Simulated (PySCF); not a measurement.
**Two runs on C3H10O2Si**

System: C3H10O2Si, SMILES CO[SiH](C)OC.
Method of run A: TDDFT PBE0/6-31G*, vertical, gas phase, core orbitals frozen in the response (PySCF 2.14.0).

The geometry comes from this level: PBE0-D3(BJ)/def2-SVP. Text and figures count atoms from 1; the logs count them from 0 in places.

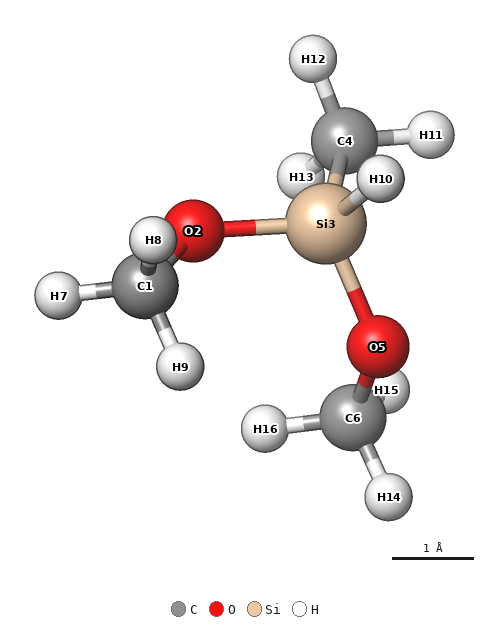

Fig. 1: The structure as given in the input (ball-and-stick view, seen at a tilt; atoms are numbered from 1 in the order of the input). Bond lengths as drawn: C–H 1.10 to 1.11 Å, C–O 1.40 Å, C–Si 1.86 Å, H–Si 1.49 Å and O–Si 1.66 to 1.67 Å.

### Input, run A
```
{"job": {"kind": "uv", "xc": "PBE0", "basis": "6-31G*"}, "charge": 0, "multiplicity": 1}
C     -2.066534    -0.958510    -0.795297
O     -1.238181     0.163245    -0.660027
Si    -0.293175     0.461896     0.676752
C      0.564398     2.075606     0.340073
O      0.778108    -0.789709     0.917733
C      1.794760    -1.131050     0.017005
H     -2.378380    -1.048033    -1.847580
H     -2.978934    -0.869137    -0.177745
H     -1.553346    -1.894485    -0.509737
H     -1.116861     0.468193     1.916976
H      1.255098     2.332989     1.157363
H     -0.171179     2.888027     0.238828
H      1.137853     2.024118    -0.598300
H      2.254301    -2.077862     0.340200
H      2.591106    -0.364878    -0.017452
H      1.413539    -1.270860    -1.010943
```

The first line tells a small driver script what to run in PySCF; the rest is the geometry in Å.

Hardware: 1 CPU thread, shared host.

### Output (run A)
```
coarse grid: 13256 points
cycle   1  E = -559.8062157095  dE =  4.835e-01  |g| = 8.586e-01  |ddm| = 3.383e+00
cycle   2  E = -559.6381916588  dE =  1.680e-01  |g| = 1.269e+00  |ddm| = 1.816e+00
cycle   3  E = -559.9506207768  dE = -3.124e-01  |g| = 9.147e-02  |ddm| = 1.169e+00
cycle   4  E = -559.9521732192  dE = -1.552e-03  |g| = 3.736e-02  |ddm| = 9.531e-02
cycle   5  E = -559.9525302486  dE = -3.570e-04  |g| = 4.610e-03  |ddm| = 3.394e-02
cycle   6  E = -559.9525352937  dE = -5.045e-06  |g| = 8.477e-04  |ddm| = 4.506e-03
final grid: 121688 points
cycle   7  E = -559.8905434216  dE = -1.088e-05  |g| = 9.935e-03  |ddm| = 1.569e-02
cycle   8  E = -559.8905277661  dE =  1.566e-05  |g| = 1.348e-02  |ddm| = 1.604e-02
cycle   9  E = -559.8905645854  dE = -3.682e-05  |g| = 1.171e-03  |ddm| = 9.527e-03
cycle  10  E = -559.8905648878  dE = -3.024e-07  |g| = 6.180e-05  |ddm| = 1.024e-03
cycle  11  E = -559.8905648886  dE = -7.825e-10  |g| = 2.818e-05  |ddm| = 8.917e-05
converged SCF energy = -559.8905648886

Static polarisability (au): isotropic 57.570, principal 51.267 59.183 62.260

Singlet excitations
state   eV       nm        f      main configurations
  1   8.3293    148.9   0.00316   H->L 0.37, H->L+1 0.31, H-1->L 0.26
  2   8.4080    147.5   0.02015   H->L+1 0.41, H->L 0.27, H-1->L+1 0.24
  3   8.5925    144.3   0.01250   H-1->L+1 0.46, H->L 0.21, H-1->L 0.12
  4   8.6470    143.4   0.00623   H-2->L 0.60, H-1->L 0.24
  5   8.6827    142.8   0.00799   H-2->L+1 0.72, H-2->L 0.14
  6   8.7842    141.1   0.04587   H-1->L 0.27, H-1->L+1 0.17, H-2->L+1 0.16
  7   8.9448    138.6   0.00285   H->L+2 0.82
  8   9.1593    135.4   0.01703   H-1->L+2 0.66, H-2->L+2 0.25
  9   9.2975    133.4   0.07071   H-2->L+2 0.68, H-1->L+2 0.19
 10   9.6799    128.1   0.01609   H-3->L 0.62, H-3->L+1 0.29

Triplet excitations (Tamm-Dancoff, eV): 7.8920 7.9278 8.1862 8.2824
```

For run B the input was changed thus:
```diff
-"basis": "6-31G*"
+"basis": "def2-SVP"
```

What does this change do to the results?

The total energy of run B is 167.5 kcal/mol higher, which measures the change of basis and not a stability. The HOMO goes from −7.78 to −7.89 eV. The LUMO goes from 2.09 to 1.71 eV. The lowest excitation goes from 8.33 to 8.25 eV. The strongest computed line goes from 9.30 to 9.43 eV. The SCF takes 12 iterations against 11. The basis functions go from 108 to 138.

### Output (run B)
```
coarse grid: 13256 points
cycle   1  E = -559.4002034480  dE =  4.466e-01  |g| = 8.433e-01  |ddm| = 3.775e+00
cycle   2  E = -559.2379738711  dE =  1.622e-01  |g| = 1.248e+00  |ddm| = 1.968e+00
cycle   3  E = -559.5379476511  dE = -3.000e-01  |g| = 8.696e-02  |ddm| = 1.276e+00
cycle   4  E = -559.5392838549  dE = -1.336e-03  |g| = 3.803e-02  |ddm| = 9.875e-02
cycle   5  E = -559.5396539680  dE = -3.701e-04  |g| = 5.059e-03  |ddm| = 3.705e-02
cycle   6  E = -559.5396595652  dE = -5.597e-06  |g| = 1.405e-03  |ddm| = 5.246e-03
final grid: 121688 points
cycle   7  E = -559.6235803607  dE = -1.579e-05  |g| = 1.068e-02  |ddm| = 2.143e-02
cycle   8  E = -559.6235595471  dE =  2.081e-05  |g| = 1.499e-02  |ddm| = 1.864e-02
cycle   9  E = -559.6236035529  dE = -4.401e-05  |g| = 1.161e-03  |ddm| = 1.151e-02
cycle  10  E = -559.6236038609  dE = -3.080e-07  |g| = 9.240e-05  |ddm| = 1.174e-03
cycle  11  E = -559.6236038620  dE = -1.121e-09  |g| = 6.684e-05  |ddm| = 1.445e-04
cycle  12  E = -559.6236038628  dE = -8.423e-10  |g| = 1.688e-05  |ddm| = 6.590e-05
converged SCF energy = -559.6236038628

Static polarisability (au): isotropic 59.549, principal 53.096 61.159 64.391

Singlet excitations
state   eV       nm        f      main configurations
  1   8.2509    150.3   0.00238   H->L 0.77, H->L+1 0.09
  2   8.3873    147.8   0.00205   H-1->L 0.58, H->L+1 0.16, H-1->L+1 0.15
  3   8.5635    144.8   0.00300   H-2->L 0.76, H-2->L+1 0.13
  4   8.6555    143.2   0.01293   H->L+1 0.61, H->L 0.13
  5   8.6747    142.9   0.02464   H->L+2 0.75, H-2->L+1 0.09
  6   8.7643    141.5   0.01116   H-2->L+1 0.36, H-1->L+1 0.30, H-2->L+2 0.16
  7   8.8467    140.1   0.00310   H-1->L+2 0.64, H-1->L+1 0.17, H-1->L 0.11
  8   8.8630    139.9   0.01838   H-2->L+2 0.67, H-1->L+1 0.11
  9   8.9801    138.1   0.08112   H-2->L+1 0.34, H-1->L+1 0.12, H-2->L 0.12
 10   9.4289    131.5   0.08579   H->L+3 0.74, H-1->L+3 0.14

Triplet excitations (Tamm-Dancoff, eV): 7.9089 7.9989 8.2131 8.3147
```

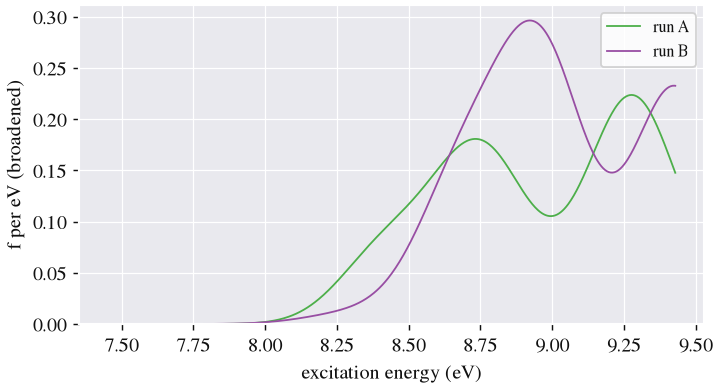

Fig. 2: Absorption of the two runs from their computed states, each broadened by a Gaussian of 0.35 eV full width; the range ends where the shorter list of states ends.

### The two runs side by side

```tsv
quantity	run A	run B
outcome	converged	converged
total energy (hartree)	−559.890565	−559.623604
HOMO (eV)	−7.78	−7.89
LUMO (eV)	2.09	1.71
dipole moment (D)	0.87	0.89
lowest excitation (eV)	8.33	8.25
SCF iterations	11	12
strongest computed line (eV)	9.30	9.43
basis functions	108	138
wall time (shared host)	11 s	16 s
```
